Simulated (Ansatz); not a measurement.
# C3HFO: ladder of methods at one geometry

How do the methods compare on C3HFO, in result and in cost? Wanted for C3HFO: a ladder of methods at one geometry.

All numbers are computed with Ansatz 0.2.0, driven from Python. The levels of theory stand in the script.

### Step 1. Starting point

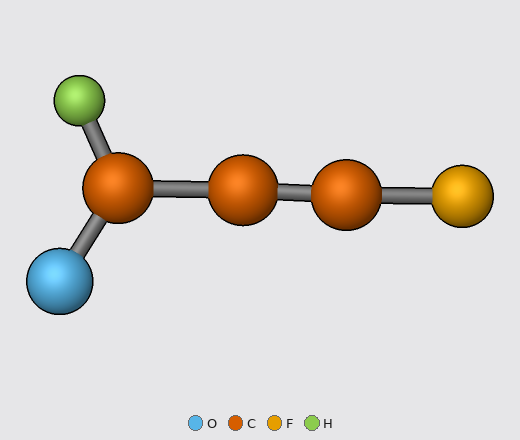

The structure that the script starts from, seen from a chosen angle (oxygen blue, carbon orange, fluorine amber, hydrogen green).

The script holds or builds the structure itself.

### Step 2. The code

methods_c3hfo.py reads:

```python
# -*- coding: utf-8 -*-
from pathlib import Path

import ansatz
import numpy as np
from rdkit import Chem
from rdkit.Chem import AllChem

params = {
    "basis": "cc-pVDZ",
}

rd = Chem.AddHs(Chem.MolFromSmiles("O=CC#CF"))
AllChem.EmbedMolecule(rd, randomSeed=991)
AllChem.UFFOptimizeMolecule(rd)
c3hfo = ansatz.Crystal.molecule()
for atom, xyz in zip(rd.GetAtoms(), rd.GetConformer().GetPositions()):
    c3hfo = c3hfo.atom(atom.GetSymbol(), xyz.round(5).tolist())

calc = c3hfo.calculation().basis(gaussian=params["basis"])

print("functional    E (Ha)        dipole (D)   HOMO (eV)  LUMO (eV)")
for name in ["blyp", "hf", "b3lyp", "hse06", "lda"]:
    r = calc.functional(name).forces().orbitals().run(threads=1, runs_dir="runs").report
    lines = Path(r["orbitals_path"]).read_text().splitlines()
    field_of = lambda key: [line.split("=")[1].strip() for line in lines if line.startswith(key)]
    orbitals = [(27.211386 * float(e), s, float(n)) for e, s, n in zip(field_of("Ene="), field_of("Spin="), field_of("Occup="))]
    homo = max(e for e, _, n in orbitals if n > 0.5)
    lumo = min(e for e, _, n in orbitals if n < 0.5)
    dipole = 4.803205 * np.linalg.norm(r["charge_distribution"]["dipole_moment_e_ang"])
    print(f"{name:10s} {r['free_energy_ev'] / 27.211386246:14.6f} {dipole:9.3f} {homo:11.3f} {lumo:10.3f}")
```

### Step 3. The input behind the calls

The package turns the script's settings into the engine's input (first run):

```yaml
crystal:
  periodic: [false, false, false]
  atoms:
    - { symbol: O, position_ang: [-1.86366, 0.90025, 0.05094] }
    - { symbol: C, position_ang: [-1.11847, -0.09644, 0.23516] }
    - { symbol: C, position_ang: [0.28537, -0.00565, -0.04872] }
    - { symbol: C, position_ang: [1.4646, 0.07005, -0.287] }
    - { symbol: F, position_ang: [2.76799, 0.15376, -0.55038] }
    - { symbol: H, position_ang: [-1.53583, -1.02196, 0.60757] }
basis:
  gaussian:
    orbitals: cc-pVDZ
hamiltonian:
  xc: blyp
output:
  orbitals: {}
  forces: true
```

### Step 4. Running it

Command:

```bash
python methods_c3hfo.py
```

The log of the run:

```text
functional    E (Ha)        dipole (D)   HOMO (eV)  LUMO (eV)
blyp          -289.825529     2.328      -5.892     -2.861
hf            -288.371599     2.663     -11.711      1.915
b3lyp         -289.871355     2.366      -7.597     -2.305
hse06         -289.547376     2.392      -7.536     -2.519
lda           -287.644692     2.381      -6.149     -3.298
```

It took 9 s on 1 thread of Arm Neoverse V1, shared host; peak memory 0.25 GiB.

### Step 5. What changed from run to run

The engine's inputs for some of the other runs:

Run 2, against run 1:

```diff
@@ -14 +14 @@
-  xc: blyp
+  xc: hf
```

Run 3, against run 1:

```diff
@@ -14 +14 @@
-  xc: blyp
+  xc: b3lyp
```

Run 4, against run 1:

```diff
@@ -14 +14 @@
-  xc: blyp
+  xc: hse06
```

### Step 6. The engine's runs

From the records of these 5 runs:

```csv
run,functional,energy (eV),SCF cycles,CPU time (s)
1,blyp,-7886.5544,19,1.7
2,hf,-7846.9910,16,0.87
3,b3lyp,-7887.8014,18,2.2
4,hse06,-7878.9855,18,2.5
5,lda,-7827.2108,19,1
```

Totals hang on method, basis and potentials, so only like runs compare.

The fields below are those of run 1.

### Step 7. Orbitals and fields

Orbitals, density, ELF and potential are computed afterwards from the orbital file.

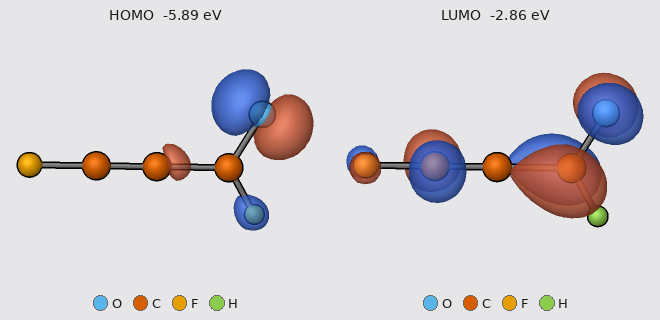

Frontier orbitals at BLYP/cc-pVDZ; each surface holds 70 % of the orbital's density, blue and red mark the sign.

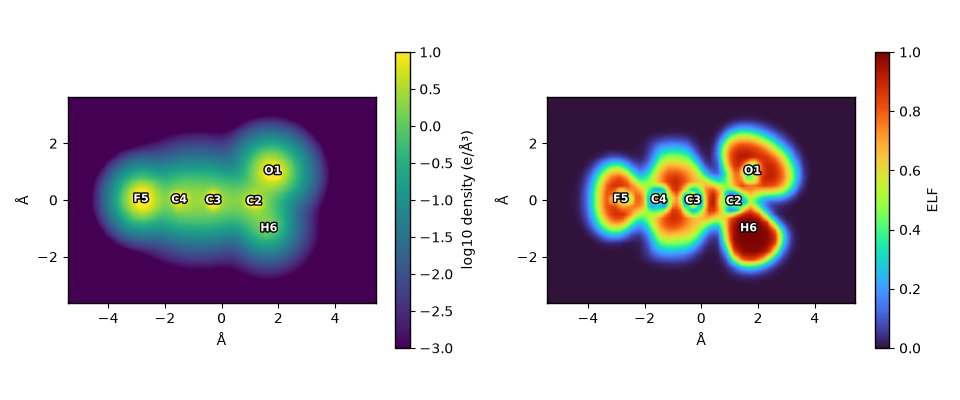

Density (left) and ELF (right) in a plane through or near 6 of the atoms.

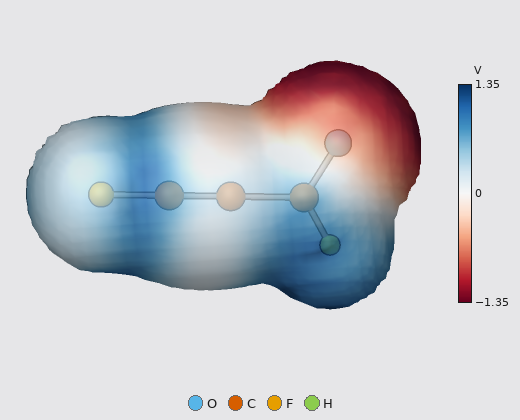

Electrostatic potential on the surface of density 0.002 e/bohr³; red is low, blue high. It runs from -1.35 V near O1 to 1.22 V near H6.

### Step 8. Results

| quantity | value |
| --- | --- |
| runs compared | 5 |
| HOMO-LUMO gap of the mean field (BLYP/cc-pVDZ) | 3.03 eV |

All 5 runs converged (16 to 19 cycles). Reading the output:
- The geometry is a force-field or estimated start, not a minimum of this method, and the basis set is short of its limit. A lower total doesn't mark the better method: functionals have no common bound, and MP2 and coupled cluster aren't variational.
- b3lyp holds the VWN-RPA fit, as in Gaussian; the form of ORCA and Turbomole is b3lyp5.
- Levels such as HOMO and LUMO are orbital energies: with these approximate functionals they aren't the ionisation energy and electron affinity, and their gap isn't the fundamental gap.
- hse06 follows the composition of plane-wave codes, whose totals differ by tens of mHa, up to about 0.1 Ha, from the form usual in Gaussian-basis programs (wpbeh).
